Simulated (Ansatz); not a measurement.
**Molecular dynamics, with input and output: C$_{3}$H$_{3}$F$_{3}$**

The run: molecular dynamics of C$_{3}$H$_{3}$F$_{3}$, SMILES C=C(F)C(F)F. Method and program: RKS r2SCAN-rvv10/def2-SVP (Ansatz 0.2.0).

The geometry comes from this level: PBE0-D4/def2-TZVP. Figures and captions count atoms from 1; the log counts them from 0 in places.

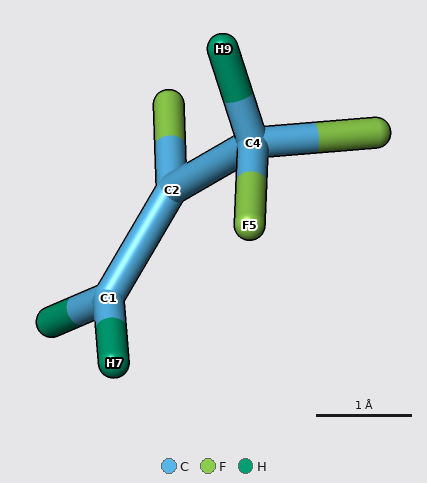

**Figure 1.** The input geometry (stick view, seen at a tilt; atoms are numbered from 1 in the order of the input). Bond lengths as drawn: C–C 1.32 to 1.50 Å, C–F 1.34 to 1.36 Å and C–H 1.08 to 1.10 Å.

## The input
```yaml
crystal:
  periodic: [false, false, false]
  atoms:
    - {symbol: C, position_ang: [-0.073063, -1.384098, 0.326146]}
    - {symbol: C, position_ang: [0.337545, -0.136217, 0.401419]}
    - {symbol: F, position_ang: [1.225442, 0.273479, 1.312698]}
    - {symbol: C, position_ang: [-0.071083, 1.001365, -0.483591]}
    - {symbol: F, position_ang: [-0.903517, 0.568737, -1.452554]}
    - {symbol: F, position_ang: [-0.726224, 1.938553, 0.245086]}
    - {symbol: H, position_ang: [-0.788828, -1.663514, -0.432648]}
    - {symbol: H, position_ang: [0.294536, -2.131244, 1.016496]}
    - {symbol: H, position_ang: [0.793691, 1.486737, -0.950152]}
basis:
  gaussian: {orbitals: def2-SVP}
hamiltonian: {xc: {name: r2SCAN}, dispersion: rvv10}
md: {timestep: 0.5 fs, n_steps: 30, ensemble: nvt_langevin, temperature: 500, initial_velocities: maxwell_boltzmann, friction: 0.01, seed: 588}
```

Machine: 4 threads of Arm Neoverse V1, 23 GiB of memory available, shared host.

Launched with:
```bash
ansatz run in.yaml --threads 4 --pin off --events-out ev --progress --plain --max-ram 10444MiB
```

## Output
```
Functional definition: r2SCAN+rVV10
  name "r2SCAN+rVV10"
  cite "Furness, Kaplan, Ning, Perdew & Sun, J. Phys. Chem. Lett. 11, 8208 (2020) doi:10.1021/acs.jpclett.0c02405"
  cite "Furness, Kaplan, Ning, Perdew & Sun, J. Phys. Chem. Lett. 11, 9248 (2020) doi:10.1021/acs.jpclett.0c03077"
  cite "Vydrov & Van Voorhis, J. Chem. Phys. 133, 244103 (2010) doi:10.1063/1.3521275"
  cite "Sabatini, Gorni & de Gironcoli, Phys. Rev. B 87, 041108(R) (2013) doi:10.1103/PhysRevB.87.041108"
  cite "Ning et al., Phys. Rev. B 106, 075422 (2022) doi:10.1103/PhysRevB.106.075422"
  parent "r2scan"
  parameter k0 = 0.174
  parameter k1 = 0.065
  parameter a1 = 4.9479
  exchange = r2scan_x(k0 = k0, k1 = k1, a1 = a1)
  correlation = r2scan_c + rvv10(11.95, 0.0093)
1092 factors; their error is unknown
mean field evaluation 1: about -11288.8670 eV, gradient 4.6e1 eV
mean field evaluation 2: about -11284.2505 eV, gradient 6.0e1 eV
mean field evaluation 4: about -11293.5616 eV, gradient 2.6e0 eV
mean field evaluation 8: about -11293.5822 eV, gradient 1.3e-1 eV
mean field evaluation 16: about -11293.5074 eV, gradient 7.7e-4 eV
mean field -11293.50743543 eV, -415.0287432378 hartree, gradient 1.1e-5 eV, S^2 0.000000; 0 other end points of the search recorded, 0 dependent functions left out
the calculation of the forces begins
reference -11293.50744186 eV, -415.0287434742 hartree; 24, 24 occupied and 75, 75 virtual orbitals, 1092 factors
md step     0: t =     0.00 fs  T =   444.4 K  F+E_penalty+E_count = -11293.50743543 eV  E_kin = 0.517040 eV  (30 SCF iters)
these checks for a lower state are left out or cut short: starts, cluster_reference, orbital_swaps, neighbouring_geometries, increment
1092 factors; their error is unknown
mean field -11293.50332895 eV, -415.0285923275 hartree, gradient 1.9e-5 eV, S^2 0.000000; 0 other end points of the search recorded, 0 dependent functions left out
the calculation of the forces begins
reference -11293.50333540 eV, -415.0285925643 hartree; 24, 24 occupied and 75, 75 virtual orbitals, 1092 factors
md step     1: t =     0.50 fs  T =   442.8 K  F+E_penalty+E_count = -11293.50332895 eV  E_kin = 0.515158 eV  (32 SCF iters)
[... from here on the SCF iterations and repeated set-up lines of each step are left out, up to the last step ...]
md step     2: t =     1.00 fs  T =   419.4 K  F+E_penalty+E_count = -11293.47666583 eV  E_kin = 0.487853 eV  (32 SCF iters)
md step     3: t =     1.50 fs  T =   394.6 K  F+E_penalty+E_count = -11293.43598737 eV  E_kin = 0.459034 eV  (32 SCF iters)
md step     4: t =     2.00 fs  T =   356.2 K  F+E_penalty+E_count = -11293.39010827 eV  E_kin = 0.414349 eV  (32 SCF iters)
md step     5: t =     2.50 fs  T =   321.2 K  F+E_penalty+E_count = -11293.34822757 eV  E_kin = 0.373669 eV  (32 SCF iters)
md step     6: t =     3.00 fs  T =   290.2 K  F+E_penalty+E_count = -11293.31653122 eV  E_kin = 0.337554 eV  (32 SCF iters)
md step     7: t =     3.50 fs  T =   263.5 K  F+E_penalty+E_count = -11293.29215832 eV  E_kin = 0.306569 eV  (32 SCF iters)
md step     8: t =     4.00 fs  T =   244.4 K  F+E_penalty+E_count = -11293.27073122 eV  E_kin = 0.284329 eV  (32 SCF iters)
md step     9: t =     4.50 fs  T =   241.6 K  F+E_penalty+E_count = -11293.25349270 eV  E_kin = 0.281068 eV  (32 SCF iters)
md step    10: t =     5.00 fs  T =   215.5 K  F+E_penalty+E_count = -11293.23706304 eV  E_kin = 0.250696 eV  (32 SCF iters)
md step    11: t =     5.50 fs  T =   197.4 K  F+E_penalty+E_count = -11293.21845634 eV  E_kin = 0.229670 eV  (32 SCF iters)
md step    12: t =     6.00 fs  T =   173.0 K  F+E_penalty+E_count = -11293.19960965 eV  E_kin = 0.201245 eV  (32 SCF iters)
md step    13: t =     6.50 fs  T =   185.0 K  F+E_penalty+E_count = -11293.18090124 eV  E_kin = 0.215249 eV  (32 SCF iters)
md step    14: t =     7.00 fs  T =   175.4 K  F+E_penalty+E_count = -11293.16306841 eV  E_kin = 0.204103 eV  (32 SCF iters)
md step    15: t =     7.50 fs  T =   169.1 K  F+E_penalty+E_count = -11293.15535803 eV  E_kin = 0.196700 eV  (32 SCF iters)
md step    16: t =     8.00 fs  T =   175.1 K  F+E_penalty+E_count = -11293.16171316 eV  E_kin = 0.203719 eV  (32 SCF iters)
md step    17: t =     8.50 fs  T =   179.8 K  F+E_penalty+E_count = -11293.18038779 eV  E_kin = 0.209155 eV  (32 SCF iters)
md step    18: t =     9.00 fs  T =   242.2 K  F+E_penalty+E_count = -11293.21127320 eV  E_kin = 0.281762 eV  (31 SCF iters)
md step    19: t =     9.50 fs  T =   264.4 K  F+E_penalty+E_count = -11293.24496047 eV  E_kin = 0.307622 eV  (32 SCF iters)
md step    20: t =    10.00 fs  T =   288.4 K  F+E_penalty+E_count = -11293.27201218 eV  E_kin = 0.335549 eV  (32 SCF iters)
md step    21: t =    10.50 fs  T =   303.8 K  F+E_penalty+E_count = -11293.28938531 eV  E_kin = 0.353473 eV  (32 SCF iters)
md step    22: t =    11.00 fs  T =   276.5 K  F+E_penalty+E_count = -11293.29523593 eV  E_kin = 0.321611 eV  (32 SCF iters)
md step    23: t =    11.50 fs  T =   284.0 K  F+E_penalty+E_count = -11293.29354867 eV  E_kin = 0.330403 eV  (32 SCF iters)
md step    24: t =    12.00 fs  T =   291.9 K  F+E_penalty+E_count = -11293.29299805 eV  E_kin = 0.339609 eV  (32 SCF iters)
md step    25: t =    12.50 fs  T =   287.6 K  F+E_penalty+E_count = -11293.29659792 eV  E_kin = 0.334587 eV  (32 SCF iters)
md step    26: t =    13.00 fs  T =   281.3 K  F+E_penalty+E_count = -11293.29692785 eV  E_kin = 0.327220 eV  (32 SCF iters)
md step    27: t =    13.50 fs  T =   278.9 K  F+E_penalty+E_count = -11293.29010488 eV  E_kin = 0.324483 eV  (32 SCF iters)
md step    28: t =    14.00 fs  T =   272.3 K  F+E_penalty+E_count = -11293.27948388 eV  E_kin = 0.316749 eV  (32 SCF iters)
md step    29: t =    14.50 fs  T =   262.6 K  F+E_penalty+E_count = -11293.26760346 eV  E_kin = 0.305473 eV  (32 SCF iters)
these checks for a lower state are left out or cut short: starts, cluster_reference, orbital_swaps, neighbouring_geometries, increment
1092 factors; their error is unknown
mean field -11293.25694095 eV, -415.0195377353 hartree, gradient 1.6e-5 eV, S^2 0.000000; 0 other end points of the search recorded, 0 dependent functions left out
the calculation of the forces begins
reference -11293.25694749 eV, -415.0195379759 hartree; 24, 24 occupied and 75, 75 virtual orbitals, 1092 factors
1092 factors; their error is unknown
mean field evaluation 256: about -11284.4597 eV, gradient 5.9e1 eV
mean field -11293.25694095 eV, -415.0195377353 hartree, gradient 2.1e-5 eV, S^2 0.000000; 1 other end points of the search recorded, 0 dependent functions left out
the calculation of the forces begins
reference -11293.25694749 eV, -415.0195379759 hartree; 24, 24 occupied and 75, 75 virtual orbitals, 1092 factors
md step    30: t =    15.00 fs  T =   247.4 K  F+E_penalty+E_count = -11293.25694095 eV  E_kin = 0.287778 eV  (31 SCF iters)
```

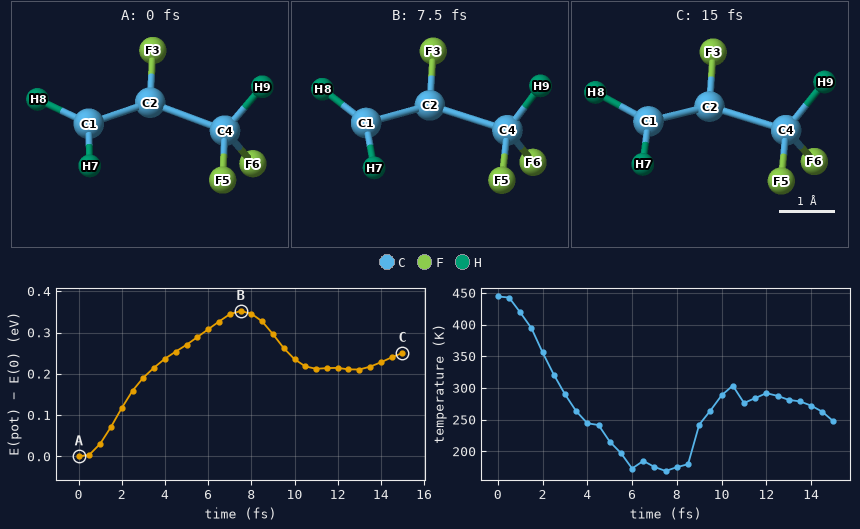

**Figure 2.** Frames of the molecular dynamics (ball-and-stick, seen at a tilt) above the curves, on which the letters mark them. The trajectory kept here has 31 frames over 15 fs. The temperature starts at 444 K, ranges from 169 to 444 K and averages 257 K over the second half. The potential energy ends 0.250 eV above its first value. After an unweighted best fit of the last frame on the first, the root-mean-square displacement is 0.08 Å.

```
Total energy: -11293.25694749 eV, -415.0195379759 hartree
Atom 0 at    -0.084232    -1.390431     0.327975 Å, force    -1.218352    -3.338734    -0.625675 eV/Å
Atom 1 at     0.249268    -0.135598     0.435776 Å, force     2.059272     1.668022     0.106243 eV/Å
Atom 2 at     1.191782     0.258343     1.332187 Å, force    -0.383272    -0.084828    -0.064765 eV/Å
Atom 3 at    -0.035664     1.025490    -0.483133 Å, force     0.403391    -0.179128    -0.043878 eV/Å
Atom 4 at    -0.908912     0.581741    -1.423078 Å, force     0.249316     0.468571    -0.211979 eV/Å
Atom 5 at    -0.631516     1.994026     0.246724 Å, force    -0.156438     0.396008    -0.077849 eV/Å
Atom 6 at    -0.827090    -1.780372    -0.425755 Å, force     0.720098     0.851450     0.572742 eV/Å
Atom 7 at     0.347100    -2.228229     0.943522 Å, force    -0.263213     1.150688    -0.171260 eV/Å
Atom 8 at     0.926413     1.494871    -0.954547 Å, force    -1.410803    -0.932049     0.516421 eV/Å
Dipole moment:     0.142001    -0.249719    -0.162248 e Å
```

## Trajectory as extended XYZ (Å, eV, eV/Å), 11 of the 31 frames kept, from step=0 to step=30
```
9
Properties=species:S:1:pos:R:3:forces:R:3 step=0 time_fs=0.0 energy=-11293.50743 temperature=444.4
C    -0.0731   -1.3841    0.3261   -0.2000  -0.4621  -0.0722
C     0.3375   -0.1362    0.4014    0.2326   0.6139   0.0341
F     1.2254    0.2735    1.3127    0.1016   0.1138   0.1121
C    -0.0711    1.0014   -0.4836   -0.1831  -0.0188   0.0582
F    -0.9035    0.5687   -1.4526   -0.1237  -0.1585  -0.1460
F    -0.7262    1.9386    0.2451   -0.0426   0.1046   0.1700
H    -0.7888   -1.6635   -0.4326   -0.2518  -0.0890  -0.2799
H     0.2945   -2.1312    1.0165    0.1355  -0.2460   0.2533
H     0.7937    1.4867   -0.9502    0.3316   0.1421  -0.1297
9
Properties=species:S:1:pos:R:3:forces:R:3 step=3 time_fs=1.5 energy=-11293.43599 temperature=394.6
C    -0.0819   -1.3971    0.3224    1.3440   0.3964   1.4350
C     0.3229   -0.1358    0.4073    0.3744   0.2708  -0.0768
F     1.2244    0.2749    1.3116   -0.0592   0.0009   0.0063
C    -0.0687    1.0067   -0.4895    0.8210   0.1781  -0.2227
F    -0.9055    0.5675   -1.4475   -0.2328  -0.0969  -0.2419
F    -0.7160    1.9425    0.2468    0.0785   0.1882  -0.0307
H    -0.7842   -1.6175   -0.4289   -1.0104  -0.7109  -0.9887
H     0.3589   -2.1159    1.0416   -0.4781   0.1166  -0.4849
H     0.8417    1.4814   -0.9955   -0.8375  -0.3432   0.6043
9
Properties=species:S:1:pos:R:3:forces:R:3 step=6 time_fs=3.0 energy=-11293.31653 temperature=290.2
C    -0.0865   -1.4109    0.3222    1.6079   1.1873   1.4512
C     0.3104   -0.1334    0.4142    0.4309  -0.1889  -0.2775
F     1.2234    0.2767    1.3119   -0.1671  -0.0604  -0.0529
C    -0.0660    1.0141   -0.4957    1.2913   0.0041  -0.2040
F    -0.9084    0.5680   -1.4435   -0.2790  -0.0159  -0.3137
F    -0.7051    1.9461    0.2483    0.1084   0.3323  -0.1563
H    -0.8001   -1.5888   -0.4469   -0.6585  -0.8673  -0.5555
H     0.4170   -2.0966    1.0555   -0.9078   0.1405  -0.8621
H     0.8742    1.4774   -1.0258   -1.4261  -0.5317   0.9708
9
Properties=species:S:1:pos:R:3:forces:R:3 step=9 time_fs=4.5 energy=-11293.25349 temperature=241.6
C    -0.0881   -1.4226    0.3268    0.6062   2.1114   0.0131
C     0.2989   -0.1296    0.4190    0.4947  -0.6229  -0.4041
F     1.2215    0.2780    1.3139   -0.2644  -0.0855  -0.1204
C    -0.0636    1.0240   -0.5024    1.2530  -0.5310   0.1325
F    -0.9097    0.5693   -1.4402   -0.3696   0.0505  -0.4333
F    -0.6945    1.9496    0.2489    0.0504   0.5483  -0.1938
H    -0.8297   -1.5785   -0.4815    0.4189  -0.7516   0.6322
H     0.4488   -2.0734    1.0454   -0.8365  -0.3240  -0.5705
H     0.8773    1.4653   -1.0364   -1.3528  -0.3953   0.9443
9
Properties=species:S:1:pos:R:3:forces:R:3 step=12 time_fs=6.0 energy=-11293.19961 temperature=173.0
C    -0.0873   -1.4313    0.3306   -0.4606   3.1085  -1.3687
C     0.2890   -0.1274    0.4239    0.5592  -0.8607  -0.5358
F     1.2192    0.2777    1.3159   -0.3151  -0.0980  -0.1397
C    -0.0588    1.0345   -0.5077    0.4579  -1.4516   0.8607
F    -0.9097    0.5706   -1.4362   -0.4192   0.1153  -0.5618
F    -0.6850    1.9531    0.2478   -0.0159   0.7863  -0.1723
H    -0.8511   -1.5820   -0.5025    1.0728  -0.6461   1.3317
H     0.4548   -2.0542    1.0223   -0.3489  -1.0581   0.1494
H     0.8570    1.4396   -1.0211   -0.5301   0.1043   0.4365
9
Properties=species:S:1:pos:R:3:forces:R:3 step=15 time_fs=7.5 energy=-11293.15536 temperature=169.1
C    -0.0875   -1.4358    0.3310   -0.7768   3.6410  -1.7643
C     0.2789   -0.1259    0.4297    0.6930  -0.9990  -0.6327
F     1.2155    0.2763    1.3180   -0.3359  -0.1055  -0.1103
C    -0.0503    1.0409   -0.5100   -1.1527  -2.3528   1.7934
F    -0.9088    0.5714   -1.4331   -0.3595   0.1869  -0.5944
F    -0.6762    1.9582    0.2475   -0.0152   0.8888  -0.1850
H    -0.8470   -1.5954   -0.5007    1.0320  -0.5939   1.2735
H     0.4525   -2.0563    0.9993    0.0111  -1.4356   0.6167
H     0.8276    1.4176   -0.9964    0.9042   0.7701  -0.3969
9
Properties=species:S:1:pos:R:3:forces:R:3 step=18 time_fs=9.0 energy=-11293.21127 temperature=242.2
C    -0.0908   -1.4334    0.3288    0.2148   3.1513  -0.5484
C     0.2705   -0.1254    0.4346    0.8686  -0.8880  -0.6797
F     1.2108    0.2731    1.3207   -0.3453  -0.1101  -0.0717
C    -0.0444    1.0448   -0.5091   -1.9748  -2.7401   2.1870
F    -0.9093    0.5723   -1.4297   -0.2451   0.2700  -0.5640
F    -0.6668    1.9649    0.2478   -0.0450   0.9191  -0.1770
H    -0.8182   -1.6181   -0.4708    0.1911  -0.6420   0.3362
H     0.4495   -2.0835    0.9902   -0.2097  -0.9515   0.3165
H     0.8205    1.4172   -0.9800    1.5454   0.9913  -0.7989
9
Properties=species:S:1:pos:R:3:forces:R:3 step=21 time_fs=10.5 energy=-11293.28939 temperature=303.8
C    -0.0938   -1.4247    0.3262    1.7778   1.8891   1.4742
C     0.2619   -0.1271    0.4367    1.2121  -0.4265  -0.5670
F     1.2063    0.2695    1.3232   -0.4067  -0.1361  -0.0927
C    -0.0413    1.0453   -0.5055   -1.0768  -2.2339   1.5958
F    -0.9095    0.5732   -1.4262   -0.1152   0.3648  -0.5188
F    -0.6566    1.9714    0.2484   -0.1211   0.8984  -0.1436
H    -0.7888   -1.6479   -0.4264   -1.0858  -0.8187  -1.0967
H     0.4410   -2.1295    0.9927   -0.6810   0.0699  -0.3400
H     0.8518    1.4420   -0.9763    0.4966   0.3930  -0.3111
9
Properties=species:S:1:pos:R:3:forces:R:3 step=24 time_fs=12.0 energy=-11293.29300 temperature=291.9
C    -0.0928   -1.4120    0.3252    1.9818   0.2636   2.0844
C     0.2564   -0.1312    0.4378    1.5656   0.4027  -0.4254
F     1.2020    0.2655    1.3266   -0.4509  -0.1518  -0.1140
C    -0.0403    1.0402   -0.5010    0.1548  -1.3417   0.8456
F    -0.9092    0.5748   -1.4247   -0.0115   0.4162  -0.4579
F    -0.6472    1.9778    0.2481   -0.1619   0.7616  -0.1367
H    -0.7786   -1.6882   -0.4019   -1.4603  -0.7183  -1.5466
H     0.4178   -2.1711    0.9865   -0.7713   0.7641  -0.5728
H     0.8960    1.4746   -0.9801   -0.8464  -0.3963   0.3234
9
Properties=species:S:1:pos:R:3:forces:R:3 step=27 time_fs=13.5 energy=-11293.29011 temperature=278.9
C    -0.0888   -1.3990    0.3266    0.4259  -1.9159   0.8277
C     0.2515   -0.1344    0.4374    1.9180   1.2615  -0.1688
F     1.1964    0.2620    1.3301   -0.4444  -0.1301  -0.1063
C    -0.0381    1.0338   -0.4939    0.5919  -0.6866   0.3503
F    -0.9088    0.5769   -1.4234    0.1127   0.4670  -0.3648
F    -0.6389    1.9854    0.2475   -0.1629   0.5861  -0.1298
H    -0.7982   -1.7341   -0.4107   -0.3588   0.0381  -0.4535
H     0.3848   -2.2106    0.9686   -0.6294   1.2110  -0.5274
H     0.9246    1.4940   -0.9737   -1.4529  -0.8311   0.5726
9
Properties=species:S:1:pos:R:3:forces:R:3 step=30 time_fs=15.0 energy=-11293.25694 temperature=247.4
C    -0.0842   -1.3904    0.3280   -1.2184  -3.3387  -0.6257
C     0.2493   -0.1356    0.4358    2.0593   1.6680   0.1062
F     1.1918    0.2583    1.3322   -0.3833  -0.0848  -0.0648
C    -0.0357    1.0255   -0.4831    0.4034  -0.1791  -0.0439
F    -0.9089    0.5817   -1.4231    0.2493   0.4686  -0.2120
F    -0.6315    1.9940    0.2467   -0.1564   0.3960  -0.0778
H    -0.8271   -1.7804   -0.4258    0.7201   0.8515   0.5727
H     0.3471   -2.2282    0.9435   -0.2632   1.1507  -0.1713
H     0.9264    1.4949   -0.9545   -1.4108  -0.9320   0.5164
```

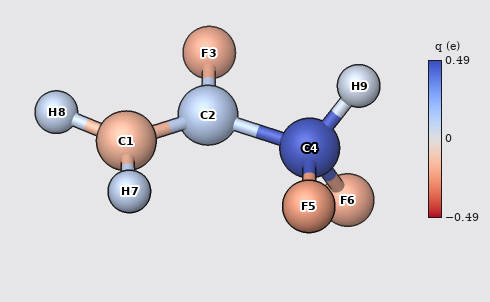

**Figure 3.** Mulliken charges, as the colour of each atom (ball-and-stick view, seen at a tilt; atoms are numbered from 1 in the order of the input). By element: C −0.17 to +0.47, F −0.22 and H +0.06 to +0.09 e.

## Key numbers

| quantity | value |
| --- | --- |
| outcome | finished |
| mean temperature over the second half | 257 K |
| trajectory | 30 steps, 15 fs |
| ensemble | nvt_langevin |
| temperature in the input | 500 K |
| time step | 0.5 fs |
| potential energy (last step) | −11293.2569 eV |
| SCF solution under orbital rotations (last step) | stable |
| largest force (length of the vector) (last step) | 3.609 eV/Å |
| dipole moment (last step) | 1.58 D |
| wall time | 84 s (CPU time 5.4 min) |
| peak memory | 0.41 GiB |

## Remarks

So short a trajectory is not equilibrated. The logged temperature at the start can lie below the typed one, since it is counted over all degrees of freedom. The temperature stays far from the 500 K of the thermostat over the second half: the run isn't equilibrated.
